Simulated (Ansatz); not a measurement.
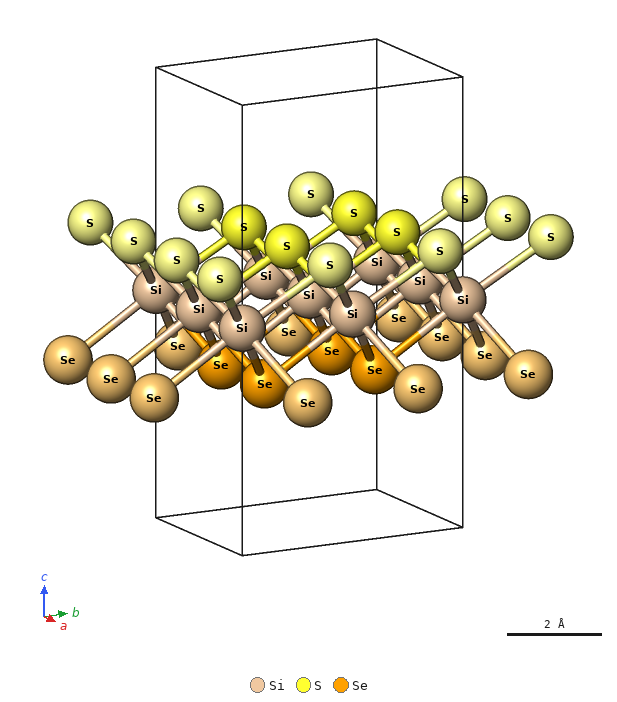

The structure (ball-and-stick view of the 2 × 2 repeat of the cell, with the vacuum cut short, seen slightly off an axis; neighbours outside the cell are drawn fainter). An atom can appear more than once, as a periodic image.

**Single-point calculation of SiSeS (part 1 of 2)**

System: SiSeS (slab, 3 atoms in the cell).
Method: Hartree-Fock, plane waves, PAW, no spin polarisation (Ansatz 0.2.0).

The geometry comes from this level: r2SCAN. Figures and captions count atoms from 1; the log counts them from 0 in places.

## Input
```yaml
crystal:
  lattice:
    - [3.3923941875, 0.0, 0.0]
    - [-1.6961970938, 2.937899546, 0.0]
    - [0.0, 0.0, 29.1716634352]
  atoms:
    - { symbol: Si, position: [0.0, 0.0, 0.3102007697] }
    - { symbol: S, position: [0.3333333333, 0.6666666667, 0.3544683643] }
    - { symbol: Se, position: [0.6666666667, 0.3333333333, 0.2608865874] }
  periodic: [true, true, false]
kpoints:
  mp_grid: { grid: [6, 6, 1] }
  band_path:
    path:
      - [0.0, 0.0, 0.0]
      - [0.5, 0.0, 0.0]
      - [0.3333333333, 0.3333333333, 0.0]
      - [0.0, 0.104167, 0.0]
      - [0.0, 0.5, 0.0]
    npoints: 1
hamiltonian:
  xc: hf
scf:
  occupations: { method: fixed }
  n_extra_bands: 4
output:
  forces: true
  stress: true
  eigenvalues: true
  write_density: true
  write_potential: true
  elf: true
  volumetric_format: npy
```

Run on 4 threads of Arm Neoverse V1, 24 GiB of memory available, shared host.

Command:
```bash
ansatz run input.yaml --threads 4 --pin off --max-ram 5529MiB --backend cpu --events-out ev --progress --plain --runs-dir out
```

## Log
```
Warning: output.stress: scf.convergence.dr2_threshold = 1e-7 eV (the SCF's general default) is looser than the 3e-10 eV advised for a printed stress (1e-10 eV for each atom of the cell: 3). What an SCF threshold leaves in a stress goes as its square root, and in the free energy as the threshold itself, and one threshold admits the most on a small cell: of the crystals measured, under no hybrid functional and no lock of the moments, on runs that ended without the residual-converged pass, on stresses that held no estimate of that error, the worst erred by over 100 MPa in a component at 1e-7 eV an atom and by under 5 at 1e-10. Set scf.convergence.dr2_threshold to 3e-10 eV or tighter. The threshold is an SCF's pass mark: one that does not reach it within its budget of iterations ends unconverged, or closes short of it on a stop that the run arms, and scf.convergence.dr2_threshold's page says what that costs each kind of run
Warning: output.stress: scf.exx.energy_threshold = 1e-6 eV is looser than the 3e-8 eV advised for a stress under a hybrid functional (1e-8 eV for each atom of the cell: 3). Every SCF of the exchange loop can meet its threshold on dr2 while the loop round them stops early: no threshold on dr2 bounds what that leaves in the stress. Set scf.exx.energy_threshold to 3e-8 eV or tighter. The threshold is the loop's pass mark: a loop that does not reach it within its budget of cycles ends unconverged, and scf.exx.energy_threshold's page has the law
scf.n_extra_bands = 4 over 13 filled bands (N_el = 26.0): the run solves 17 bands
Engine: ansatz 0.2.0, aarch64-unknown-linux-gnu
Pseudopotentials: kind: paw
Pseudopotential: Si, paw, valence charge 4, recommended cutoff 420 eV (normal), Si.paw.azcp
Pseudopotential: S, paw, valence charge 6, recommended cutoff 420 eV (normal), S.paw.azcp
Pseudopotential: Se, paw, valence charge 16, recommended cutoff 420 eV (normal), Se.paw.azcp
Functional definition: HF
  exchange = exact_x
  correlation = 0
davidson cushion auto → on  (no smearing: the cushion is to keep the highest requested band from converging to the state above it; pin scf.eigensolver.cushion to override)
Crystal: 3 atoms, lattice volume = 290.740 Å³
Basis set: ecut = 420 eV, 5725 PW (Γ)
Bands: 17, of which v1, the nominal top of the filled ones, is band 13 counted from 1 (12 counted from 0)
Symmetry: 6 space group operations
Space group: P3m1 (ITA 156), of the structure as read, at distance tolerance 6.6e-5 Å
k-points: 7 of 36 (time reversal used)
Non-local potential: Si, projectors of the file, l = 0: 2, l = 1: 2, l = 2: 2
Non-local potential: S, projectors of the file, l = 0: 2, l = 1: 2, l = 2: 2
Non-local potential: Se, projectors of the file, l = 0: 2, l = 1: 2, l = 2: 3, l = 3: 1
PAW form: soft (Blöchl's): semilocal exchange-correlation on the pseudo side does not see the compensation charge
PAW frozen core: Si, regenerated for the run's functional, and the local potential with it (the file was generated under x = pbe(κ = 0.804, μ = 0.2195149727645171), c = pbe(β = 0.06672455060314922))
PAW frozen core: S, regenerated for the run's functional, and the local potential with it (the file was generated under x = pbe(κ = 0.804, μ = 0.2195149727645171), c = pbe(β = 0.06672455060314922))
PAW frozen core: Se, regenerated for the run's functional, and the local potential with it (the file was generated under x = pbe(κ = 0.804, μ = 0.2195149727645171), c = pbe(β = 0.06672455060314922))
PAW one-centre angular grid: Si, 110 points (default); XC on 64 Gauss nodes
PAW one-centre angular grid: S, 110 points (default); XC on 64 Gauss nodes
PAW one-centre angular grid: Se, 590 points (default); XC on 64 Gauss nodes
Initial density: superposition of atomic densities (neutral atoms: chi_scale 0, normalization atom), corrected by the library's trained network
Initial wavefunctions: pseudopotential atomic-orbital guess
Functional: x = pbe(κ = 0.804, μ = 0.2195149727645171), c = none, warm-up for x = 0 pbe(κ = 0.804, μ = 0.2195149727645171) + 1 exact, c = none
SCF iter   1: F=—  HF=-6930.083968 eV  |F-HF|=—  |Δ(HF+E_count)|=         —  Δρ=2.32e-3  dr2=9.00e-2  ethr=1.77e-3  ⟨swp⟩=13.9  Hψ=719  notcnv=0
preconditioner: auto → none  [insulator: Δε(μ)=0.891 eV  Ē_g=10.253 eV  n_scr=16 (ndim 8)  ℏωp=8.7 eV  f_vac=0.771]
SCF iter   2: F=—  HF=-6930.092211 eV  |F-HF|=—  |Δ(HF+E_count)|=   8.24e-3  Δρ=3.07e-3  dr2=2.33e-1  ethr=3.46e-4  ⟨swp⟩=5.7  Hψ=382  notcnv=0  defer=1  recentre
SCF iter   3: F=—  HF=-6930.067550 eV  |F-HF|=—  |Δ(HF+E_count)|=   2.47e-2  Δρ=1.69e-3  dr2=5.40e-2  ethr=3.46e-4  ⟨swp⟩=4.9  Hψ=349  notcnv=0  defer=5
iter 4 solved again at ethr=8.52e-6 eV; its pass at ethr=2.08e-4 eV (dr2=2.22e-3 eV) is discarded
SCF iter   4: F=—  HF=-6930.060455 eV  |F-HF|=—  |Δ(HF+E_count)|=   7.09e-3  Δρ=7.74e-4  dr2=2.31e-3  ethr=8.52e-6  ⟨swp⟩=4.1  Hψ=619  notcnv=0  defer=4
SCF iter   5: F=—  HF=-6930.060514 eV  |F-HF|=—  |Δ(HF+E_count)|=   5.95e-5  Δρ=2.46e-4  dr2=1.52e-4  ethr=8.52e-6  ⟨swp⟩=4.7  Hψ=326  notcnv=0  defer=7
SCF iter   6: F=-6930.060594 eV  HF=-6930.060590 eV  |F-HF|=3.65e-6  |Δ(HF+E_count)|=   7.62e-5  Δρ=8.05e-5  dr2=1.58e-5  ethr=5.87e-7  ⟨swp⟩=4.4  Hψ=401  notcnv=0  defer=12
SCF 1 stopped early in 6 iterations: F = -6930.060594 eV  dr2 = 1.58e-5
  greatest PAW one-centre occupation: 1.000 electrons in one spin orbital (limit 2), on the Se atom at site 2 (counted from 0), in its partial waves of l = 2
Initial density: handed on by an earlier stage of this run
Initial wavefunctions: those handed on with the density
Functional: x = 0 pbe(κ = 0.804, μ = 0.2195149727645171) + 1 exact, c = none
Exchange kernel: α = 1.0000, full range, Wigner–Seitz truncation, v(0) = 16143.8805 eV·Å³, q-mesh 6×6×1, nearest image of the exchange supercell L = 20.35 Å, pair-density grid 18×18×135, without the augmentation charges, whose exchange is taken in its separable form by FFT convolution over the k-point mesh (sized by the pseudopotential files, 20×20×200 at the most)
Frozen-core exchange: fock
SCF iter   1: F=—  HF=-6941.885448 eV  |F-HF|=—  |Δ(HF+E_count)|=         —  Δρ=5.80e-3  dr2=1.18e-1  ethr=6.06e-7  ⟨swp⟩=18.1  Hψ=928  notcnv=4
preconditioner: auto → none  [insulator: Δε(μ)=6.528 eV  Ē_g=15.185 eV  n_scr=16 (ndim 8)  ℏωp=7.5 eV  f_vac=0.766]
SCF iter   2: F=—  HF=-6941.793279 eV  |F-HF|=—  |Δ(HF+E_count)|=   9.22e-2  Δρ=2.55e-3  dr2=5.31e-2  ethr=6.06e-7  ⟨swp⟩=6.4  Hψ=572  notcnv=0  defer=9
SCF iter   3: F=—  HF=-6941.777212 eV  |F-HF|=—  |Δ(HF+E_count)|=   1.61e-2  Δρ=8.68e-4  dr2=8.78e-2  ethr=6.06e-7  ⟨swp⟩=6.3  Hψ=540  notcnv=0  defer=11
SCF iter   4: F=—  HF=-6942.095803 eV  |F-HF|=—  |Δ(HF+E_count)|=   3.19e-1  Δρ=2.28e-3  dr2=3.10e-2  ethr=6.06e-7  ⟨swp⟩=6.9  Hψ=650  notcnv=0  defer=12
SCF iter   5: F=—  HF=-6942.134874 eV  |F-HF|=—  |Δ(HF+E_count)|=   3.91e-2  Δρ=1.36e-3  dr2=7.12e-3  ethr=6.06e-7  ⟨swp⟩=6.7  Hψ=579  notcnv=0  defer=6
SCF iter   6: F=—  HF=-6942.142640 eV  |F-HF|=—  |Δ(HF+E_count)|=   7.77e-3  Δρ=4.75e-4  dr2=2.76e-3  ethr=6.06e-7  ⟨swp⟩=5.6  Hψ=536  notcnv=0  defer=5
SCF iter   7: F=—  HF=-6942.142607 eV  |F-HF|=—  |Δ(HF+E_count)|=   3.32e-5  Δρ=3.69e-4  dr2=2.43e-3  ethr=6.06e-7  ⟨swp⟩=5.1  Hψ=439  notcnv=0  defer=5
SCF iter   8: F=—  HF=-6942.141942 eV  |F-HF|=—  |Δ(HF+E_count)|=   6.65e-4  Δρ=1.83e-4  dr2=1.09e-3  ethr=6.06e-7  ⟨swp⟩=4.7  Hψ=381  notcnv=0  defer=4
SCF iter   9: F=—  HF=-6942.141875 eV  |F-HF|=—  |Δ(HF+E_count)|=   6.69e-5  Δρ=7.36e-5  dr2=2.49e-4  ethr=6.06e-7  ⟨swp⟩=5.1  Hψ=385  notcnv=0  defer=4
SCF iter  10: F=-6942.141936 eV  HF=-6942.142043 eV  |F-HF|=1.07e-4  |Δ(HF+E_count)|=   1.68e-4  Δρ=6.70e-5  dr2=1.23e-4  ethr=6.06e-7  ⟨swp⟩=5.1  Hψ=395  notcnv=0  defer=3
SCF 2 stopped early in 10 iterations: F = -6942.141936 eV  dr2 = 1.23e-4
  Residual-converged pass: ⟨swp⟩=5.3  Hψ=424  notcnv=0  max |occ|·‖R‖ = 6.6e-6 eV (tolerance 6.7e-6 eV)  dr2=1.23e-4  dr2_onsite=3.97e-7  max |Δocc| = 0.0e0
hybrid outer 1: dexx = +6.186e-1 eV, tail = 1.66e-2 eV
Exchange kernel: α = 1.0000, full range, Wigner–Seitz truncation, v(0) = 16143.8805 eV·Å³, q-mesh 6×6×1, nearest image of the exchange supercell L = 20.35 Å, pair-density grid 18×18×135, without the augmentation charges, whose exchange is taken in its separable form by FFT convolution over the k-point mesh (sized by the pseudopotential files, 20×20×200 at the most)
Frozen-core exchange: fock
SCF iter   1: F=—  HF=-6942.150954 eV  |F-HF|=—  |Δ(HF+E_count)|=         —  Δρ=1.72e-4  dr2=7.88e-5  ethr=3.19e-4  ⟨swp⟩=2.0  Hψ=266  notcnv=0
preconditioner: auto → none  [insulator: Δε(μ)=7.107 eV  Ē_g=15.426 eV  n_scr=16 (ndim 8)  ℏωp=7.5 eV  f_vac=0.770]
SCF iter   2: F=—  HF=-6942.151295 eV  |F-HF|=—  |Δ(HF+E_count)|=   3.41e-4  Δρ=1.72e-4  dr2=9.81e-5  ethr=1.89e-7  ⟨swp⟩=5.6  Hψ=504  notcnv=0  defer=2
SCF iter   3: F=—  HF=-6942.151329 eV  |F-HF|=—  |Δ(HF+E_count)|=   3.36e-5  Δρ=8.47e-5  dr2=1.68e-5  ethr=1.89e-7  ⟨swp⟩=4.4  Hψ=394  notcnv=0  defer=6
SCF iter   4: F=—  HF=-6942.151324 eV  |F-HF|=—  |Δ(HF+E_count)|=   4.46e-6  Δρ=3.91e-5  dr2=2.65e-6  ethr=4.85e-8  ⟨swp⟩=4.1  Hψ=322  notcnv=0  defer=7
SCF iter   5: F=—  HF=-6942.151324 eV  |F-HF|=—  |Δ(HF+E_count)|=   5.56e-8  Δρ=1.01e-5  dr2=3.72e-6  ethr=9.06e-9  ⟨swp⟩=4.9  Hψ=385  notcnv=0  defer=7
SCF iter   6: F=-6942.151323 eV  HF=-6942.151323 eV  |F-HF|=1.35e-7  |Δ(HF+E_count)|=   1.01e-6  Δρ=3.93e-6  dr2=1.64e-7  ethr=9.06e-9  ⟨swp⟩=4.4  Hψ=338  notcnv=0  defer=8
SCF 3 stopped early in 6 iterations: F = -6942.151323 eV  dr2 = 1.64e-7
  Residual-converged pass: ⟨swp⟩=4.4  Hψ=372  notcnv=0  max |occ|·‖R‖ = 6.0e-6 eV (tolerance 6.7e-6 eV)  dr2=1.72e-7  dr2_onsite=1.19e-8  max |Δocc| = 0.0e0
hybrid outer 2: dexx = +2.929e-4 eV, tail = 6.68e-5 eV, Δε = 2.11e-2 eV (about 3.98e-3 eV left of the loop's levels), ΔF = 2.16e-1 eV/Å (tail 1.58e-1)
Exchange kernel: α = 1.0000, full range, Wigner–Seitz truncation, v(0) = 16143.8805 eV·Å³, q-mesh 6×6×1, nearest image of the exchange supercell L = 20.35 Å, pair-density grid 18×18×135, without the augmentation charges, whose exchange is taken in its separable form by FFT convolution over the k-point mesh (sized by the pseudopotential files, 20×20×200 at the most)
Frozen-core exchange: fock
```
